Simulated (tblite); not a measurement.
# Run report: BSi3H7F2, geometry relaxation (part 1 of 2)

The run: geometry relaxation of BSi3H7F2, SMILES F[Si](F)([SiH3])B[SiH3]. Method and program: GFN2-xTB geometry optimisation, gas phase (tblite 0.8.0).

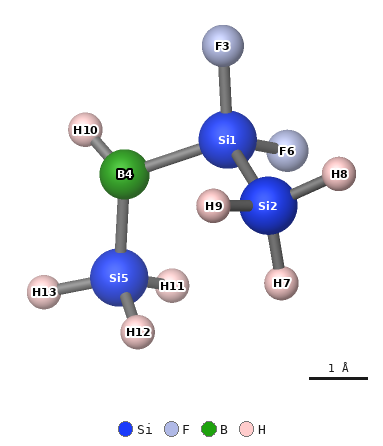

**Figure 1.** The input geometry (ball-and-stick view, seen at a tilt; atoms are numbered from 1 in the order of the input). Bond lengths as drawn: B–H 1.16 Å, B–Si 1.94 to 1.97 Å, F–Si 1.68 to 1.69 Å, H–Si 1.40 to 1.44 Å and Si–Si 2.20 Å.

### Input file
```
{"job": {"kind": "relax", "xc": "GFN2-xTB", "basis": "xTB"}, "charge": 0, "multiplicity": 1}
Si    -1.221070     0.265189     0.894624
Si    -2.557153     1.547565    -0.301235
F     -1.752080     0.262973     2.502003
B      0.607030     0.987740     0.843655
Si     1.492205     0.879965    -0.884768
F     -1.221691    -1.302781     0.296997
H     -2.211569     1.422765    -1.681472
H     -3.922232     1.136017    -0.124776
H     -2.415363     2.894904     0.063658
H      1.274680     0.768646     1.760500
H      1.438245    -0.454378    -1.379113
H      0.834681     1.757708    -1.819452
H      2.841880     1.284919    -0.751412
```

The first line tells a small driver script what to run in tblite; the rest is the geometry in Å.

Run as:
```bash
OMP_NUM_THREADS=1 python <driver script> task.json out
```

### Log
```
step      E/eV     max force
  0    -530.73119    2.044
  1    -530.96301    1.503
  2    -531.14839    1.122
  3    -531.21262    0.957
  4    -531.31566    0.749
  5    -531.36726    0.472
  6    -531.39541    0.359
  7    -531.41440    0.297
  8    -531.43008    0.350
  9    -531.45151    0.445
 10    -531.47158    0.367
 11    -531.48190    0.175
 12    -531.48572    0.148
 13    -531.48866    0.159
 14    -531.49236    0.202
 15    -531.49683    0.181
 16    -531.50078    0.148
 17    -531.50383    0.143
 18    -531.50646    0.157
 19    -531.50986    0.194
 20    -531.51379    0.159
 21    -531.51651    0.122
 22    -531.51781    0.081
 23    -531.51890    0.096
 24    -531.52058    0.131
 25    -531.52249    0.128
 26    -531.52385    0.107
 27    -531.52452    0.071
 28    -531.52500    0.071
 29    -531.52582    0.096
 30    -531.52716    0.131
 31    -531.52862    0.126
 32    -531.52954    0.087
 33    -531.52996    0.053
 34    -531.53030    0.061
 35    -531.53088    0.087
 36    -531.53170    0.094
 37    -531.53267    0.085
 38    -531.53359    0.097
 39    -531.53438    0.096
 40    -531.53506    0.075
 41    -531.53562    0.058
 42    -531.53612    0.054
 43    -531.53658    0.061
 44    -531.53730    0.073
 45    -531.53817    0.081
 46    -531.53898    0.079
 47    -531.53957    0.059
 48    -531.54005    0.072
 49    -531.54055    0.074
 50    -531.54114    0.079
 51    -531.54178    0.090
 52    -531.54238    0.069
 53    -531.54287    0.060
 54    -531.54322    0.040
 55    -531.54348    0.045
 56    -531.54375    0.079
 57    -531.54414    0.073
 58    -531.54475    0.094
 59    -531.54553    0.072
 60    -531.54604    0.039
 61    -531.54638    0.045
 62    -531.54670    0.047
 63    -531.54708    0.047
 64    -531.54780    0.058
 65    -531.54894    0.080
 66    -531.55026    0.092
 67    -531.55141    0.081
 68    -531.55215    0.053
 69    -531.55252    0.052
 70    -531.55289    0.062
 71    -531.55346    0.106
 72    -531.55412    0.070
 73    -531.55501    0.051
 74    -531.55587    0.053
 75    -531.55606    0.038
 76    -531.55638    0.033
 77    -531.55660    0.030
 78    -531.55693    0.048
 79    -531.55726    0.050
 80    -531.55754    0.032
 81    -531.55766    0.021
 82    -531.55773    0.019
 83    -531.55779    0.022
 84    -531.55787    0.026
 85    -531.55795    0.028
 86    -531.55801    0.022
 87    -531.55806    0.020
 88    -531.55811    0.022
 89    -531.55818    0.029
 90    -531.55827    0.040
 91    -531.55838    0.041
 92    -531.55850    0.033
 93    -531.55862    0.030
 94    -531.55873    0.027
 95    -531.55884    0.039
 96    -531.55897    0.048
 97    -531.55914    0.052
 98    -531.55940    0.052
 99    -531.55974    0.049
100    -531.56011    0.045
101    -531.56038    0.043
102    -531.56054    0.039
103    -531.56064    0.029
104    -531.56072    0.027
105    -531.56078    0.024
106    -531.56082    0.014
107    -531.56085    0.015
108    -531.56086    0.011
109    -531.56089    0.016
110    -531.56091    0.016
111    -531.56094    0.016
112    -531.56096    0.010
113    -531.56097    0.006
```

### Trajectory as extended XYZ (Å, eV, eV/Å), 30 frames, from step=0 to step=113
```
13
Properties=species:S:1:pos:R:3:forces:R:3 step=0 energy=-530.73119
Si   -1.2211    0.2652    0.8946    1.0210  -0.8940   1.5290
Si   -2.5572    1.5476   -0.3012   -1.1950  -0.5760  -0.5320
F    -1.7521    0.2630    2.5020    0.3000  -0.3760  -1.2670
B     0.6070    0.9877    0.8437   -0.2720  -1.6770   0.0690
Si    1.4922    0.8800   -0.8848   -0.7400   0.7280   0.6150
F    -1.2217   -1.3028    0.2970   -0.0610   1.0740   0.7120
H    -2.2116    1.4228   -1.6815    0.1360   0.0110  -0.7930
H    -3.9222    1.1360   -0.1248   -0.6780   0.0230  -0.0600
H    -2.4154    2.8949    0.0637    0.1150   1.4160   0.3530
H     1.2747    0.7686    1.7605    0.2640   0.5020   0.5460
H     1.4382   -0.4544   -1.3791    0.0160  -0.8430  -0.3630
H     0.8347    1.7577   -1.8195   -0.1470   0.3270  -0.6290
H     2.8419    1.2849   -0.7514    1.2400   0.2830  -0.1800
13
Properties=species:S:1:pos:R:3:forces:R:3 step=4 energy=-531.31566
Si   -1.1794    0.2669    0.9414   -0.4080   0.3770  -0.1510
Si   -2.6116    1.5340   -0.3208   -0.1510   0.3150  -0.0790
F    -1.7526    0.1972    2.4501   -0.1940  -0.3130   0.1810
B     0.6394    0.7970    0.8794    0.7470  -0.0550   0.0040
Si    1.4810    0.9222   -0.8690    0.3660  -0.2340  -0.2520
F    -1.2379   -1.2433    0.3764   -0.2190  -0.3670   0.1410
H    -2.2101    1.4270   -1.7446   -0.2010   0.0510   0.2640
H    -4.0190    1.1393   -0.1354    0.1140   0.1720  -0.1440
H    -2.4189    2.9648    0.0758   -0.1690  -0.3990  -0.1740
H     1.3067    0.8407    1.8292    0.1330   0.1950   0.2610
H     1.4451   -0.4814   -1.3995    0.0890   0.4030  -0.0010
H     0.8268    1.7866   -1.8806    0.1470  -0.1160   0.1520
H     2.9180    1.3003   -0.7832   -0.2530  -0.0290  -0.2030
13
Properties=species:S:1:pos:R:3:forces:R:3 step=8 energy=-531.43008
Si   -1.1863    0.2969    0.9382    0.2310  -0.1090   0.0380
Si   -2.6437    1.5553   -0.3316    0.1440  -0.2480   0.1650
F    -1.7774    0.1346    2.4465   -0.0380  -0.0910  -0.1250
B     0.7137    0.7371    0.8964   -0.2250   0.1750   0.0730
Si    1.5177    0.9077   -0.8826   -0.0450   0.0180   0.2270
F    -1.2776   -1.2511    0.4301   -0.1570   0.0980   0.1250
H    -2.2403    1.4362   -1.7330   -0.0970   0.0160  -0.0760
H    -4.0392    1.1666   -0.1612   -0.1180   0.0770  -0.0800
H    -2.4461    2.9478    0.0573   -0.1040   0.2080  -0.0080
H     1.3346    0.8869    1.8790    0.0360   0.0190  -0.0470
H     1.4633   -0.4497   -1.4199    0.1040  -0.1970  -0.2700
H     0.8473    1.7772   -1.8727    0.0600  -0.0480   0.1480
H     2.9215    1.3058   -0.8272    0.2100   0.0820  -0.1700
13
Properties=species:S:1:pos:R:3:forces:R:3 step=12 energy=-531.48572
Si   -1.1585    0.2931    0.9497   -0.1020  -0.0390   0.0350
Si   -2.6405    1.5391   -0.3097   -0.0150   0.0900  -0.0210
F    -1.8023    0.0807    2.4240   -0.0160   0.0600   0.1070
B     0.7287    0.7540    0.9191   -0.0010  -0.0440  -0.0140
Si    1.5498    0.8824   -0.8569    0.1130  -0.0730  -0.0600
F    -1.3364   -1.2505    0.4800    0.0120  -0.0620  -0.0910
H    -2.2833    1.4443   -1.7280    0.0020  -0.0430  -0.0320
H    -4.0594    1.2026   -0.1947   -0.0160  -0.0180   0.0320
H    -2.4890    2.9581    0.0388   -0.0350   0.0290   0.0320
H     1.3562    0.9173    1.8960   -0.0290   0.0790  -0.0230
H     1.4995   -0.4509   -1.4825    0.0880  -0.0080  -0.0310
H     0.8724    1.7592   -1.8267   -0.0730   0.0530   0.0770
H     2.9503    1.3218   -0.8898    0.0720  -0.0230  -0.0120
13
Properties=species:S:1:pos:R:3:forces:R:3 step=16 energy=-531.50078
Si   -1.1735    0.2803    0.9606    0.0520   0.0220  -0.0270
Si   -2.6442    1.5528   -0.3088   -0.0800  -0.0440  -0.0320
F    -1.8122    0.0836    2.4453    0.0450   0.0240  -0.0850
B     0.7271    0.7426    0.9173    0.0010  -0.0840  -0.1180
Si    1.5832    0.8601   -0.8611   -0.0940   0.0500   0.0320
F    -1.3500   -1.2622    0.4695   -0.0130   0.0840   0.0210
H    -2.2946    1.4343   -1.7346   -0.0070   0.0030   0.1070
H    -4.0690    1.2077   -0.1938    0.1000   0.0150   0.0240
H    -2.5113    2.9745    0.0442   -0.0040  -0.0270   0.0020
H     1.3504    0.9510    1.8911   -0.0840   0.0620  -0.0440
H     1.5387   -0.4593   -1.5136    0.0820   0.0100  -0.0290
H     0.8601    1.7670   -1.7862    0.0470  -0.0590   0.1280
H     2.9828    1.3188   -0.9107   -0.0430  -0.0550   0.0210
13
Properties=species:S:1:pos:R:3:forces:R:3 step=20 energy=-531.51379
Si   -1.1741    0.2798    0.9577    0.0160   0.0580  -0.0860
Si   -2.6529    1.5569   -0.3035    0.1110   0.0150   0.1120
F    -1.8097    0.0925    2.4428    0.0350   0.0150  -0.0430
B     0.7251    0.7176    0.8958    0.0050   0.0110   0.1190
Si    1.6012    0.8383   -0.8562    0.0820  -0.1350  -0.0200
F    -1.3699   -1.2561    0.4645   -0.0490  -0.0190   0.0010
H    -2.3060    1.4257   -1.7190    0.0370   0.0080  -0.0600
H    -4.0640    1.2134   -0.1855   -0.1370  -0.0600   0.0500
H    -2.5340    2.9794    0.0480    0.0220  -0.0190  -0.0030
H     1.3200    0.9976    1.8697   -0.0550   0.0350  -0.0310
H     1.5977   -0.4604   -1.5511    0.0190   0.0210  -0.0250
H     0.8564    1.7653   -1.7203   -0.0530   0.0810  -0.0830
H     2.9978    1.3014   -0.9237   -0.0320  -0.0120   0.0690
13
Properties=species:S:1:pos:R:3:forces:R:3 step=24 energy=-531.52058
Si   -1.1714    0.2827    0.9438    0.0190  -0.0610   0.0050
Si   -2.6545    1.5597   -0.2929   -0.1040  -0.0240  -0.0760
F    -1.7993    0.1039    2.4325    0.0100   0.0120  -0.0010
B     0.7261    0.7027    0.8930    0.0070   0.0360  -0.0740
Si    1.6132    0.8138   -0.8589   -0.0620   0.0720  -0.0020
F    -1.3889   -1.2536    0.4595   -0.0450  -0.0140  -0.0120
H    -2.3042    1.4233   -1.7144   -0.0120   0.0260   0.0480
H    -4.0745    1.2052   -0.1687    0.0700  -0.0030   0.0260
H    -2.5390    2.9815    0.0522    0.0190   0.0150   0.0110
H     1.2949    1.0337    1.8597    0.0290   0.0510   0.0700
H     1.6326   -0.4637   -1.5790   -0.0160  -0.0500  -0.0700
H     0.8496    1.7727   -1.6955    0.0650  -0.0730   0.0160
H     3.0030    1.2895   -0.9121    0.0180   0.0140   0.0580
13
Properties=species:S:1:pos:R:3:forces:R:3 step=28 energy=-531.52500
Si   -1.1670    0.2761    0.9312   -0.0110  -0.0040   0.0160
Si   -2.6633    1.5584   -0.2919    0.0500   0.0050   0.0230
F    -1.7887    0.1145    2.4240   -0.0020  -0.0090   0.0240
B     0.7276    0.7097    0.8878   -0.0110  -0.0240   0.0200
Si    1.6148    0.8025   -0.8632    0.0430  -0.0210   0.0190
F    -1.4107   -1.2581    0.4529   -0.0150  -0.0070  -0.0060
H    -2.3033    1.4286   -1.7070   -0.0280   0.0160  -0.0390
H    -4.0740    1.1954   -0.1508   -0.0120  -0.0070   0.0110
H    -2.5353    2.9801    0.0556   -0.0060  -0.0120   0.0090
H     1.2826    1.0611    1.8619   -0.0220   0.0270  -0.0620
H     1.6452   -0.4695   -1.6056   -0.0250   0.0560   0.0130
H     0.8560    1.7668   -1.6885    0.0240  -0.0200  -0.0480
H     3.0037    1.2856   -0.8873    0.0150  -0.0010   0.0200
13
Properties=species:S:1:pos:R:3:forces:R:3 step=32 energy=-531.52954
Si   -1.1664    0.2612    0.9296   -0.0370   0.0130  -0.0110
Si   -2.6618    1.5567   -0.2886    0.0270   0.0150   0.0210
F    -1.7801    0.1197    2.4287    0.0000  -0.0320  -0.0150
B     0.7232    0.6989    0.8795   -0.0120   0.0180   0.0190
Si    1.6336    0.7897   -0.8561    0.0180  -0.0300  -0.0260
F    -1.4455   -1.2645    0.4439   -0.0030  -0.0020   0.0290
H    -2.3213    1.4421   -1.7117   -0.0260   0.0030   0.0070
H    -4.0702    1.1857   -0.1265    0.0160   0.0030  -0.0040
H    -2.5379    2.9777    0.0658    0.0000  -0.0280   0.0100
H     1.2594    1.1147    1.8379   -0.0220   0.0090  -0.0180
H     1.6548   -0.4549   -1.6373    0.0220  -0.0250   0.0270
H     0.8802    1.7442   -1.6919   -0.0060   0.0730  -0.0490
H     3.0195    1.2799   -0.8542    0.0220  -0.0160   0.0080
13
Properties=species:S:1:pos:R:3:forces:R:3 step=36 energy=-531.53170
Si   -1.1718    0.2576    0.9258    0.0540  -0.0270   0.0220
Si   -2.6578    1.5573   -0.2841   -0.0450  -0.0140  -0.0260
F    -1.7764    0.1137    2.4269   -0.0190  -0.0190   0.0170
B     0.7166    0.6999    0.8737   -0.0080   0.0200  -0.0910
Si    1.6407    0.7836   -0.8608   -0.0410   0.0770  -0.0130
F    -1.4605   -1.2677    0.4477    0.0010  -0.0200   0.0070
H    -2.3351    1.4485   -1.7104   -0.0040   0.0000  -0.0090
H    -4.0631    1.1818   -0.1162   -0.0170   0.0010   0.0020
H    -2.5372    2.9726    0.0748    0.0120   0.0510   0.0280
H     1.2428    1.1406    1.8243   -0.0010   0.0150   0.0190
H     1.6664   -0.4592   -1.6433    0.0190  -0.0250   0.0190
H     0.8930    1.7515   -1.7025    0.0700  -0.0300   0.0350
H     3.0301    1.2711   -0.8366   -0.0220  -0.0300  -0.0090
13
Properties=species:S:1:pos:R:3:forces:R:3 step=40 energy=-531.53506
Si   -1.1737    0.2416    0.9272   -0.0170  -0.0080  -0.0160
Si   -2.6548    1.5571   -0.2807   -0.0200   0.0240   0.0280
F    -1.7752    0.0963    2.4303    0.0040   0.0040  -0.0140
B     0.7014    0.7155    0.8490    0.0100   0.0070   0.0390
Si    1.6461    0.7895   -0.8712    0.0320  -0.0650   0.0200
F    -1.4830   -1.2808    0.4554    0.0190  -0.0230  -0.0100
H    -2.3626    1.4627   -1.7142    0.0270   0.0000   0.0020
H    -4.0537    1.1748   -0.0984   -0.0730   0.0020   0.0100
H    -2.5301    2.9706    0.0978    0.0080  -0.0090  -0.0010
H     1.2143    1.1819    1.7975   -0.0090   0.0140  -0.0220
H     1.6798   -0.4668   -1.6384    0.0090   0.0340   0.0310
H     0.9363    1.7586   -1.7299    0.0170   0.0350  -0.0350
H     3.0426    1.2504   -0.8052   -0.0090  -0.0120  -0.0320
13
Properties=species:S:1:pos:R:3:forces:R:3 step=44 energy=-531.53730
Si   -1.1770    0.2301    0.9202   -0.0210   0.0090  -0.0190
Si   -2.6659    1.5603   -0.2715   -0.0290  -0.0430  -0.0020
F    -1.7722    0.0879    2.4261    0.0040   0.0090  -0.0040
B     0.6952    0.7182    0.8384   -0.0480  -0.0110  -0.0340
Si    1.6586    0.7779   -0.8727   -0.0190   0.0700   0.0110
F    -1.4991   -1.2929    0.4577    0.0320  -0.0020  -0.0230
H    -2.3745    1.4698   -1.7089    0.0040   0.0070   0.0560
H    -4.0672    1.1733   -0.0820    0.0090   0.0360  -0.0050
H    -2.5292    2.9710    0.1134   -0.0050  -0.0170  -0.0010
H     1.1867    1.2271    1.7736    0.0160   0.0250   0.0250
H     1.7078   -0.4698   -1.6431   -0.0230  -0.0390  -0.0170
H     0.9695    1.7684   -1.7351    0.0430  -0.0510   0.0210
H     3.0550    1.2300   -0.7968    0.0370   0.0080  -0.0090
13
Properties=species:S:1:pos:R:3:forces:R:3 step=48 energy=-531.54005
Si   -1.1891    0.2147    0.9102    0.0280   0.0110   0.0120
Si   -2.6817    1.5549   -0.2590    0.0140  -0.0010   0.0230
F    -1.7689    0.0771    2.4223   -0.0070  -0.0100  -0.0050
B     0.6739    0.7345    0.8217    0.0290   0.0190  -0.0230
Si    1.6686    0.7812   -0.8716    0.0480  -0.0460  -0.0260
F    -1.5007   -1.3122    0.4534    0.0280   0.0220  -0.0140
H    -2.3871    1.4837   -1.6931   -0.0030  -0.0110  -0.0160
H    -4.0825    1.1803   -0.0648   -0.0360   0.0250  -0.0050
H    -2.5222    2.9612    0.1337   -0.0210  -0.0160   0.0130
H     1.1593    1.2736    1.7455   -0.0380   0.0000   0.0210
H     1.7162   -0.4764   -1.6325   -0.0300   0.0000   0.0100
H     1.0280    1.7700   -1.7622   -0.0230   0.0080  -0.0140
H     3.0739    1.2087   -0.7843    0.0100   0.0000   0.0240
13
Properties=species:S:1:pos:R:3:forces:R:3 step=52 energy=-531.54238
Si   -1.1886    0.2098    0.9046    0.0140   0.0130  -0.0060
Si   -2.6946    1.5475   -0.2452   -0.0320   0.0130  -0.0370
F    -1.7687    0.0658    2.4161    0.0140  -0.0180  -0.0030
B     0.6673    0.7537    0.8041    0.0350   0.0080   0.0590
Si    1.6851    0.7782   -0.8784   -0.0340   0.0280   0.0240
F    -1.4862   -1.3186    0.4447    0.0230   0.0100  -0.0130
H    -2.3943    1.4884   -1.6806   -0.0230  -0.0190   0.0070
H    -4.1056    1.1977   -0.0572    0.0280   0.0110  -0.0080
H    -2.5241    2.9499    0.1519   -0.0170   0.0160   0.0260
H     1.1310    1.3027    1.7360   -0.0180  -0.0010  -0.0450
H     1.7104   -0.4883   -1.6217    0.0000  -0.0210  -0.0180
H     1.0638    1.7704   -1.7826   -0.0030  -0.0210   0.0050
H     3.0921    1.1941   -0.7725    0.0140  -0.0190   0.0100
```
